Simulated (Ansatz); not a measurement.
Pressure series in NiSi

The reference is NiSi (space group Pnma, No. 62; a = 5.190 Å, b = 3.350 Å, c = 5.624 Å; non-magnetic).

Cell and atoms are relaxed at each pressure.

The values are results of PBE in Ansatz (plane waves to 420 eV, PAW, spin-orbit coupling left out), not measurements.

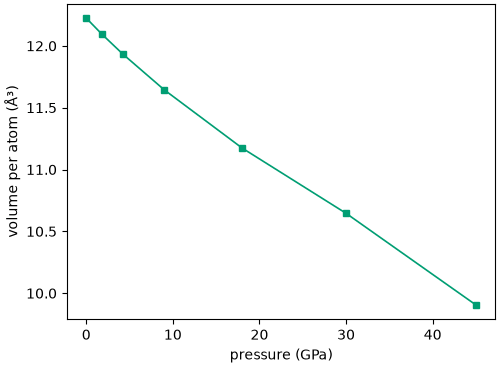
Figure: Volume per atom against pressure

```
pressure (GPa)  volume per atom
--------------  ---------------
1.8                    12.09 Å³
4.2                    11.93 Å³
9                      11.64 Å³
18                     11.17 Å³
30                     10.65 Å³
45                      9.90 Å³
```

From pressure 45 GPa on, the axis ratios lie over 15 % from the base's, so the cell there is far from its starting form. Load acts through the strain it causes; cell and atoms are relaxed under it. Stability against distortions was not tested. Competing high-pressure phases were not computed. Starting moments died away, wholly or in part, for the base; another magnetic solution may exist. The final runs are not spin-polarised.

Ansatz is a program for electronic structure.
